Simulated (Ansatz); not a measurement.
Si₂H₄S and related structures: several calculations on one system

## 1. Relaxation

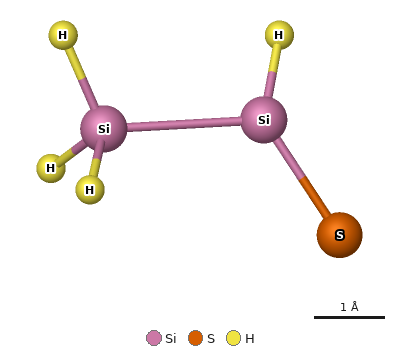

This is the input geometry for a relaxation of Si$_{2}$H$_{4}$S. A ball-and-stick model, seen at a tilt.

It is one of the separated products of a reaction.

The calculation used Ansatz 0.2.0, RKS PBE0-D4/def2-TZVP.

Input
```yaml
crystal:
  periodic: [false, false, false]
  atoms:
    - {symbol: Si, position_ang: [-0.363749, 0.022674, -0.951536]}
    - {symbol: S, position_ang: [0.215209, -1.170592, -2.425264]}
    - {symbol: H, position_ang: [-1.084079, 1.315271, -1.189751]}
    - {symbol: Si, position_ang: [-1.109570, -0.877488, 1.087796]}
    - {symbol: H, position_ang: [-0.119587, -1.871031, 1.591007]}
    - {symbol: H, position_ang: [-2.421359, -1.549702, 0.903127]}
    - {symbol: H, position_ang: [-1.266858, 0.170063, 2.143559]}
basis:
  gaussian: {orbitals: def2-TZVP}
hamiltonian: {xc: pbe0, dispersion: d4}
relax: {f_tol: 0.005, max_steps: 200}
```

Launched with:
```bash
ansatz run in.yaml --threads 4 --pin off --events-out ev --progress --plain --max-ram 9574MiB
```

What does the optimiser find from here?

Answer. After 16 geometry steps the energy has fallen by 19.6 kJ/mol. Largest force component: 0.89 eV/Å at the start, 0.0026 eV/Å at the end. The atom that moves furthest after the best rigid fit is S2 (0.63 Å). By element the largest moves are S 0.63 Å, H 0.41 Å, Si 0.27 Å. Near-neighbour distances that change, for instance: Si1–S2 1.983 → 1.948 Å, Si4–H5 1.490 → 1.482 Å, Si1–Si4 2.351 → 2.343 Å, Si1–H3 1.499 → 1.493 Å. Bond angles that change, for instance: S2–Si1–Si4 120.5° → 124.8°, H3–Si1–Si4 108.4° → 112.7°, Si1–Si4–H7 112.2° → 108.7°. Cost: 21 s on 4 threads of Arm Neoverse V1 (shared host).

Step by step:

```csv
step,"E − E(0), kJ/mol","largest force component, eV/Å"
0,0.00,0.8927
1,-16.05,0.4024
2,-18.10,0.1191
3,-18.67,0.1007
4,-19.02,0.0281
5,-19.13,0.0308
6,-19.18,0.0517
7,-19.24,0.0677
8,-19.33,0.0890
9,-19.39,0.0656
10,-19.44,0.0670
11,-19.53,0.0355
12,-19.55,0.0312
13,-19.56,0.0257
14,-19.57,0.0126
15,-19.57,0.0067
16,-19.57,0.0026
```

The structure at the end:

```xyz
7

Si   -0.5980   -0.0916   -1.0175
S     0.7256   -0.8757   -2.2117
H    -1.3890    1.1210   -1.3820
Si   -1.1308   -0.9117    1.1118
H    -0.3070   -2.1087    1.4016
H    -2.5788   -1.2519    1.1434
H    -0.8719    0.1577    2.1135
```

After the run, drawn alike:

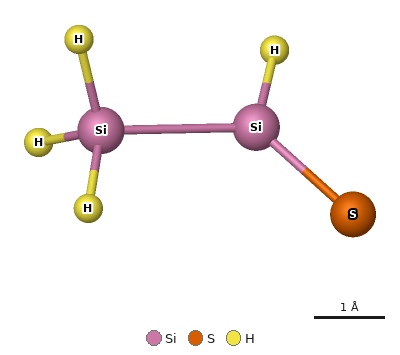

## 2. Relaxation

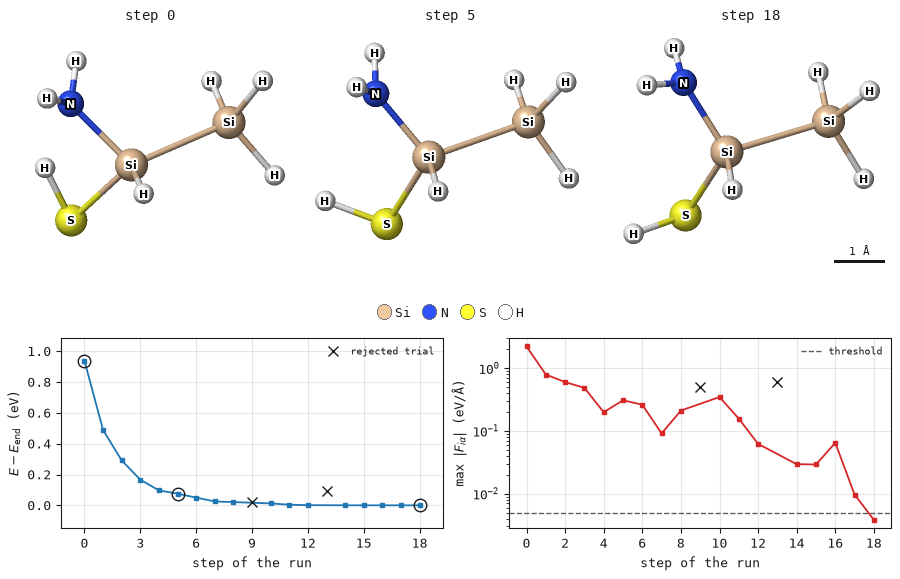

Frames of a relaxation of Si$_{2}$NH$_{7}$S (started from a transition state, displaced along its imaginary mode), marked on the history of the run. Style: ball-and-stick. Shown at a tilt.

Computed with RKS PBE0-D4/def2-TZVP in Ansatz. Set-up: force threshold 0.005 eV/Å; at most 200 steps.

Describe the path.

Over 16 accepted moves (18 points after the start) the energy falls by 0.938 eV. The largest force component goes from 2.2 to 0.0038 eV/Å. The line search rejected the trial steps at points 9, 13 of the run. An H atom moves most after the best rigid fit: 1.37 Å. Largest moves by element: H 1.37 Å, N 0.56 Å, S 0.37 Å, Si 0.28 Å. Near-neighbour distances that change, for instance: H–Si 1.931 → 2.645 Å, N–Si 1.765 → 1.716 Å, H–S 1.303 → 1.344 Å, S–Si 2.115 → 2.155 Å. Bond angles that change, for instance: Si–S–H 63.7° → 95.4°, N–Si–S 91.4° → 117.4°, S–Si–Si 117.5° → 104.1°. Groups turn about S–Si by about 60°. The run took 57 s on 4 threads of Arm Neoverse V1 (shared host). From step 0 to 5: an H atom moves most (0.89 Å), energy −0.862 eV. From step 5 to 18: an H atom moves most (0.74 Å), energy −0.076 eV.

```csv
step,"E − E(0), eV","largest force component, eV/Å",note
0,0.0000,2.2276,
1,-0.4494,0.7942,
2,-0.6464,0.6015,
3,-0.7715,0.4869,
4,-0.8406,0.1990,
5,-0.8618,0.3083,
6,-0.8875,0.2622,
7,-0.9122,0.0914,
8,-0.9163,0.2116,
9,-0.9135,0.5037,rejected
10,-0.9250,0.3474,
11,-0.9333,0.1571,
12,-0.9362,0.0622,
13,-0.8460,0.5963,rejected
14,-0.9372,0.0295,
15,-0.9372,0.0292,
16,-0.9373,0.0648,
17,-0.9375,0.0097,
18,-0.9375,0.0038,
```

## 3. Reaction

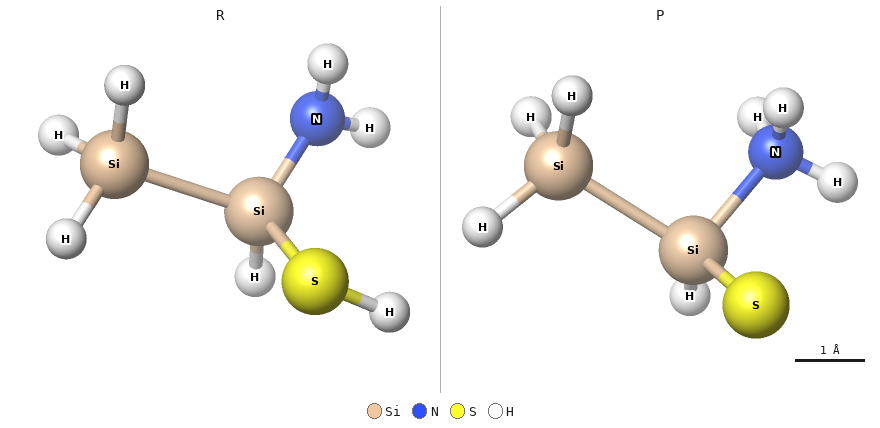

Reactant (R) and product (P) of one elementary step of Si$_{2}$NH$_{7}$S. A ball-and-stick model, seen from a free direction.

Stationary points at PBE0-D4/def2-TZVP, single-point energies with CCSD(T)/CBS, PBE-QIDH, BHLYP-D4, r2SCAN-D4, RPA@PBE, B3LYP-D4 (def2-TZVPP where no basis is named; Ansatz 0.2.0). The energies are electronic, without zero-point or thermal terms, and both ends are the minima reached downhill from the saddle, with any fragments still in contact. CCSD(T)/CBS stands for a frozen-core estimate: MP2 correlation extrapolated from def2-TZVPP and def2-QZVPP, CCSD(T) minus MP2 from the smaller set.

Predict the saddle point between them and the barrier.

From R over the saddle to P, a bond forms: H–N (3.45 → 1.34 → 1.02 Å). A bond breaks: H–S (1.34 → 1.67 → 3.16 Å). Bonds that stay but change much: N–Si (1.72 → 1.84 → 1.97 Å). The saddle has one imaginary mode, 1364i cm⁻¹. With CCSD(T)/CBS the barrier is 1.21 eV from R and 0.72 eV from P, and P lies 0.49 eV above R.

```tsv
level	barrier from R (eV)	barrier from P (eV)	P less R (eV)
CCSD(T)/CBS	1.21	0.72	0.49
PBE-QIDH	1.17	0.69	0.48
BHLYP-D4	1.39	0.83	0.56
r2SCAN-D4	1.05	0.60	0.45
RPA@PBE	1.26	0.71	0.54
B3LYP-D4	1.21	0.69	0.52
```

Against CCSD(T)/CBS, B3LYP-D4 comes closest on the barrier from R (−0.01 eV) and BHLYP-D4 misses most (+0.17 eV).

The saddle point in the same view, with dashed sticks for the bonds that form or break:

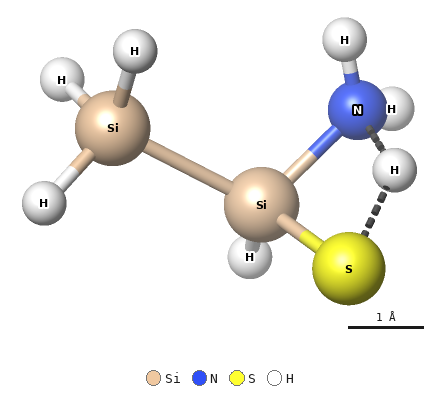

## 4. Path

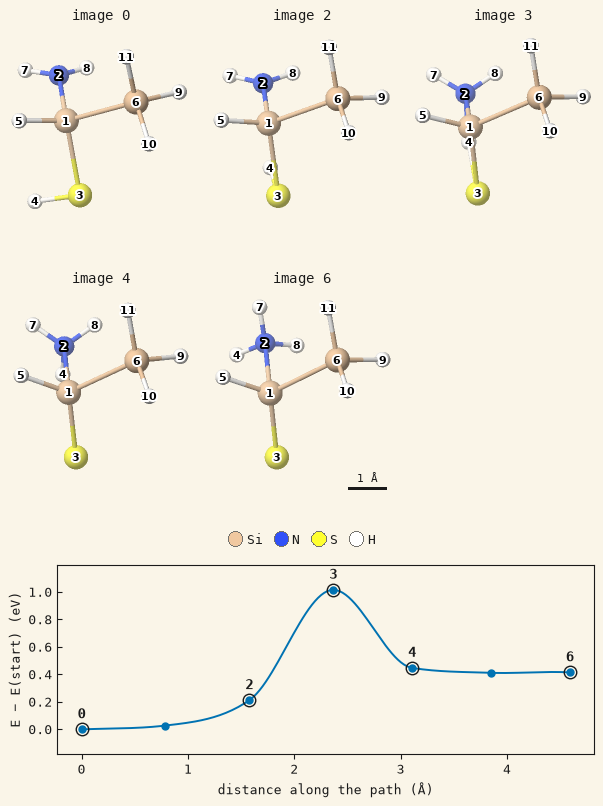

A search for the minimum-energy path of Si$_{2}$NH$_{7}$S by the nudged elastic band. Images are numbered from 0 (start) to 6 (end). A ball-and-stick model, seen from a free direction.

The calculation used RKS PBE0-D4/def2-SVP (Ansatz 0.2.0). Set-up: 5 movable images; climbing image.

Q: Read off the barrier and say what moves.

A: A hydrogen atom shifts from one atom to another. Breaking: S3–H4 (1.34 → 1.67 at the top → 3.16 Å). Forming: N2–H4 (3.45 → 1.34 at the top → 1.02 Å). Forward barrier 1.02 eV, backward barrier 0.60 eV, with image 3 at the top; the reaction energy is +0.41 eV. The band converged in 16 iterations. The largest component of the band force went from 4.2 to 0.048 eV/Å. The climbing image converged on the top of the path. Its curvatures weren't checked. The largest force component is 0.28 eV/Å at the start and 0.25 eV/Å at the end; an end with forces this large is no minimum, and the barrier measured from it can be far off.
